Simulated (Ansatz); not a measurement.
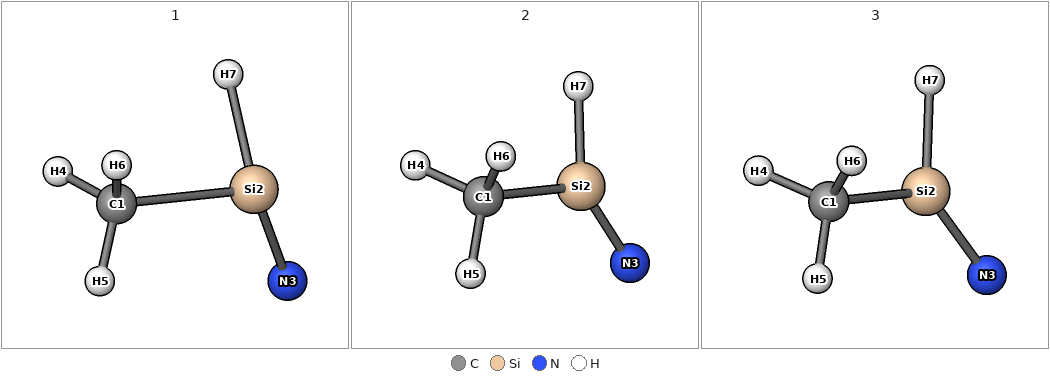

CH4NSi, SMILES C[SiH]=[N-], charge −1. First axis: umbrella angle at Si2 (between each of its bonds and their common axis; 90 is planar). Second axis: change of the bonds Si2–C1, Si2–N3, Si2–H7, all alike. Nothing is relaxed (all other coordinates rigid). The scan uses an 11 × 11 grid. Points are written as (first, second). Energies: eV, counted from the lowest grid point. All numbers below come from RKS B3LYP-D4/def2-TZVPD (Ansatz 0.2.0).

The numbered pictures are structures from this grid.

Q: Which is the most stable, and how do the others follow?

A: 3, at (90.0°, 0.003 Å): 0.00 eV; 2, at (94.8°, −0.138 Å): 0.98 eV; 1, at (109.2°, 0.192 Å): 1.32 eV.

The map, with the structures marked:

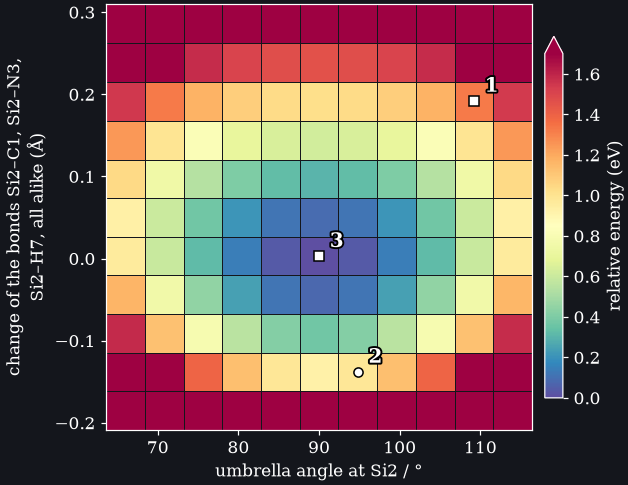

The picture shows one coloured cell a grid point, one colour for all values above the top of the scale.
